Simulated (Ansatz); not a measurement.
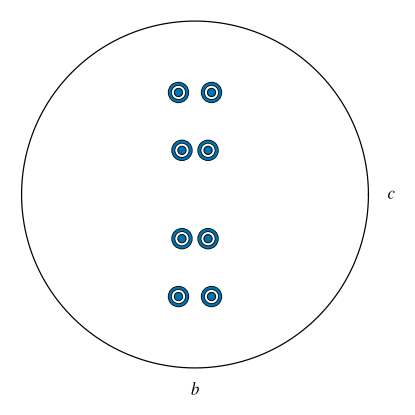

Stereographic projection: filled dots lie in the upper hemisphere, open rings in the lower. The a axis points at the viewer. The poles are all faces of one general form. Computed from the symmetry operations of a computed or model structure of composition Na2C, which need not be its known form.

Question: Name the crystal class.

Answer: 4/mmm (D4h), order 16, tetragonal system: one fourfold axis, four twofold axes, five mirror planes, an inversion centre.

Question: Can such a crystal be piezoelectric, pyroelectric or chiral?

Answer: It is centrosymmetric, so neither piezoelectric nor pyroelectric; it is not chiral.
